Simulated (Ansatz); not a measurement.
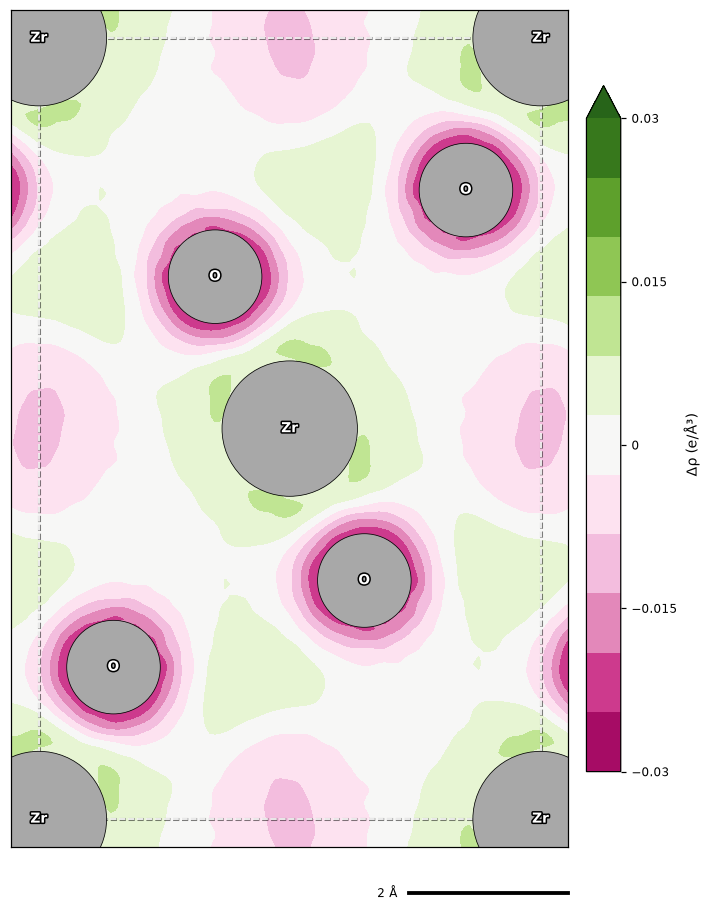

La₂ZrO₄. Difference of the valence pseudo-densities of two functionals at the same geometry, on the (001) plane of the calculation cell: one of PBE and r2SCAN less the other.

Both computed with Ansatz (plane waves, PAW), on the same k-point mesh. Grey discs cover the atomic cores.

### Which was subtracted from which, and what does the map show?

It is PBE less r2SCAN. Against r2SCAN, PBE gives more density around Zr (+0.006 e/Å³ on average at 1.2 Å from the nucleus), less density around O (−0.016 e/Å³ on average at 0.7 Å from the nucleus) and a change of +0.004 e/Å³ at the midpoint of Zr–O.
